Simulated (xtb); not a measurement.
Geometry relaxation of C3H10GeP (charge −1) (part 4 of 4)

The same run, continued: C3H10GeP, charge −1; GFN2-xTB (xtb 6.7.1). 

Geometry of the input (Å):
```
C  2.1728  -0.7133  -0.3618
C  0.6518  -0.5766  0.2193
C  -0.3080  -0.2613  -0.9085
Ge -2.2305  -0.2569  0.0762
P  -1.7145  1.7789  1.2694
H  2.9468  -0.9019  0.3569
H  2.4373  0.3126  -0.8554
H  2.2678  -1.4478  -1.1985
H  0.5443  -1.4876  0.6722
H  0.7747  0.2464  1.0194
H  -0.2838  -0.9773  -1.6179
H  -0.2057  0.6494  -1.3722
H  -2.9228  0.6185  -1.0884
H  -1.4590  1.0667  2.4899
H  -3.0280  1.9102  1.5848
```

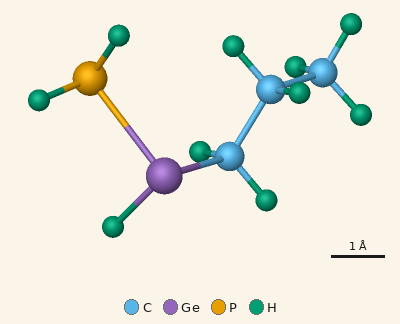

The geometry at step 12 of the log (ball-and-stick view, seen at a tilt).

**Trajectory as extended XYZ, continued**
```
15
Properties=species:S:1:pos:R:3 step=6 energy=-440.30972
C     2.1627   -0.6534   -0.4026
C     0.7540   -0.5646    0.1792
C    -0.3390   -0.2810   -0.8440
Ge   -2.1999   -0.2492    0.0679
P    -1.7292    1.7427    1.2875
H     2.8981   -0.8649    0.3750
H     2.4410    0.2853   -0.8866
H     2.2172   -1.4478   -1.1480
H     0.5243   -1.5060    0.6918
H     0.7364    0.2267    0.9383
H    -0.2936   -1.0538   -1.6263
H    -0.1468    0.6753   -1.3346
H    -2.8701    0.6631   -1.1433
H    -1.4632    1.0913    2.4784
H    -3.0486    1.8965    1.6523
15
Properties=species:S:1:pos:R:3 step=8 energy=-440.31297
C     2.1612   -0.6549   -0.4074
C     0.7516   -0.5641    0.1816
C    -0.3340   -0.2800   -0.8406
Ge   -2.1951   -0.2516    0.0679
P    -1.7339    1.7422    1.2880
H     2.8962   -0.8647    0.3723
H     2.4349    0.2823   -0.8910
H     2.2111   -1.4494   -1.1536
H     0.5264   -1.5038    0.6952
H     0.7326    0.2299    0.9357
H    -0.2980   -1.0463   -1.6218
H    -0.1338    0.6742   -1.3279
H    -2.8568    0.6557   -1.1482
H    -1.4666    1.0901    2.4810
H    -3.0526    1.9005    1.6542
15
Properties=species:S:1:pos:R:3 step=9 energy=-440.31396
C     2.1597   -0.6553   -0.4094
C     0.7509   -0.5632    0.1827
C    -0.3317   -0.2788   -0.8384
Ge   -2.1918   -0.2525    0.0673
P    -1.7363    1.7418    1.2889
H     2.8962   -0.8653    0.3693
H     2.4311    0.2810   -0.8937
H     2.2079   -1.4500   -1.1554
H     0.5269   -1.5039    0.6979
H     0.7310    0.2313    0.9350
H    -0.3005   -1.0448   -1.6207
H    -0.1264    0.6757   -1.3247
H    -2.8498    0.6515   -1.1506
H    -1.4688    1.0903    2.4816
H    -3.0553    1.9023    1.6556
15
Properties=species:S:1:pos:R:3 step=10 energy=-440.31457
C     2.1579   -0.6555   -0.4102
C     0.7506   -0.5629    0.1838
C    -0.3303   -0.2774   -0.8371
Ge   -2.1889   -0.2530    0.0664
P    -1.7379    1.7417    1.2897
H     2.8970   -0.8657    0.3659
H     2.4276    0.2807   -0.8959
H     2.2053   -1.4504   -1.1559
H     0.5270   -1.5047    0.7003
H     0.7301    0.2319    0.9354
H    -0.3024   -1.0449   -1.6207
H    -0.1205    0.6775   -1.3229
H    -2.8444    0.6483   -1.1522
H    -1.4707    1.0908    2.4817
H    -3.0572    1.9037    1.6571
15
Properties=species:S:1:pos:R:3 step=12 energy=-440.31512
C     2.1554   -0.6551   -0.4093
C     0.7501   -0.5647    0.1855
C    -0.3298   -0.2757   -0.8376
Ge   -2.1853   -0.2531    0.0650
P    -1.7386    1.7428    1.2902
H     2.8999   -0.8647    0.3613
H     2.4221    0.2823   -0.8975
H     2.2024   -1.4501   -1.1549
H     0.5263   -1.5068    0.7022
H     0.7299    0.2302    0.9385
H    -0.3037   -1.0458   -1.6217
H    -0.1153    0.6787   -1.3231
H    -2.8397    0.6451   -1.1529
H    -1.4727    1.0915    2.4811
H    -3.0577    1.9056    1.6586
15
Properties=species:S:1:pos:R:3 step=14 energy=-440.31533
C     2.1544   -0.6543   -0.4085
C     0.7495   -0.5670    0.1867
C    -0.3299   -0.2758   -0.8388
Ge   -2.1837   -0.2528    0.0648
P    -1.7382    1.7446    1.2899
H     2.9023   -0.8621    0.3600
H     2.4179    0.2838   -0.8966
H     2.2012   -1.4486   -1.1548
H     0.5250   -1.5092    0.7009
H     0.7298    0.2261    0.9418
H    -0.3030   -1.0454   -1.6219
H    -0.1141    0.6773   -1.3250
H    -2.8388    0.6439   -1.1526
H    -1.4724    1.0923    2.4808
H    -3.0568    1.9072    1.6586
15
Properties=species:S:1:pos:R:3 step=15 energy=-440.31540
C     2.1543   -0.6538   -0.4084
C     0.7493   -0.5678    0.1870
C    -0.3296   -0.2763   -0.8387
Ge   -2.1831   -0.2525    0.0652
P    -1.7380    1.7457    1.2897
H     2.9027   -0.8607    0.3599
H     2.4155    0.2847   -0.8960
H     2.2010   -1.4475   -1.1552
H     0.5241   -1.5110    0.6993
H     0.7295    0.2236    0.9432
H    -0.3021   -1.0455   -1.6215
H    -0.1133    0.6764   -1.3256
H    -2.8387    0.6436   -1.1526
H    -1.4715    1.0935    2.4807
H    -3.0567    1.9079    1.6584
15
Properties=species:S:1:pos:R:3 step=16 energy=-440.31544
C     2.1542   -0.6534   -0.4083
C     0.7491   -0.5687    0.1872
C    -0.3292   -0.2767   -0.8386
Ge   -2.1825   -0.2521    0.0656
P    -1.7380    1.7468    1.2895
H     2.9029   -0.8596    0.3598
H     2.4134    0.2858   -0.8955
H     2.2011   -1.4466   -1.1556
H     0.5233   -1.5129    0.6976
H     0.7291    0.2213    0.9448
H    -0.3013   -1.0461   -1.6211
H    -0.1126    0.6757   -1.3262
H    -2.8389    0.6435   -1.1526
H    -1.4707    1.0949    2.4805
H    -3.0568    1.9081    1.6583
15
Properties=species:S:1:pos:R:3 step=18 energy=-440.31548
C     2.1538   -0.6528   -0.4083
C     0.7489   -0.5704    0.1874
C    -0.3284   -0.2769   -0.8383
Ge   -2.1817   -0.2513    0.0663
P    -1.7382    1.7489    1.2892
H     2.9029   -0.8585    0.3594
H     2.4108    0.2876   -0.8948
H     2.2019   -1.4453   -1.1562
H     0.5224   -1.5159    0.6948
H     0.7282    0.2180    0.9470
H    -0.3004   -1.0474   -1.6205
H    -0.1109    0.6752   -1.3263
H    -2.8395    0.6432   -1.1527
H    -1.4693    1.0978    2.4800
H    -3.0572    1.9079    1.6585
```

**Results in brief**

```json
{"quantity": "outcome", "value": "converged"}
{"quantity": "electrons treated", "value": "32"}
{"quantity": "total energy", "value": "−16.181296 hartree"}
{"quantity": "dispersion energy", "value": "−0.012054 hartree"}
{"quantity": "basis functions", "value": "42"}
{"quantity": "HOMO", "value": "−4.27 eV"}
{"quantity": "LUMO", "value": "−0.53 eV"}
{"quantity": "hardware", "value": "1 thread of Intel Xeon @ 2.50GHz (Skylake/Cascade Lake), 189 GiB of memory available, shared host"}
{"quantity": "peak memory", "value": "0.07 GiB"}
```

Settings chosen away from the usual ones: method = gfn2-xtb; task = optimise; x = {"model_hessian": "swart"}; opt_level = tight; partner = base.
